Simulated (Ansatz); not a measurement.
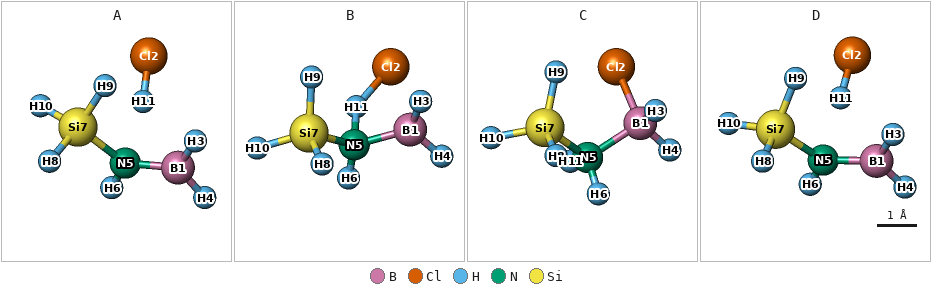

4 geometries from a converged minimum-energy path of BSiNH₇Cl, shuffled. The picture is a ball-and-stick view, seen at a tilt.

All numbers below come from RKS B3LYP-D4/def2-SVP in Ansatz 0.2.0. Set-up: 7 movable images; climbing image; force threshold 0.05 eV/Å; iteration limit 60; starting path through a guess of the saddle point.

Q: One of them is the converged climbing image. Which?

A: B. In order along the path, whose images run from 0 to 8: C (image 2, +0.04 eV), B (image 5, +1.16 eV), D (image 7, +0.51 eV), A (image 8, +0.50 eV). Breaking: B1–Cl2 (1.88 → 2.43 at the top → 3.71 Å), N5–H11 (1.03 → 1.35 at the top → 2.14 Å). Forming: Cl2–H11 (2.98 → 1.53 at the top → 1.30 Å).

Cost: 5.4 min on 2 threads of Arm Neoverse V2 (shared host), peak memory 0.21 GiB.
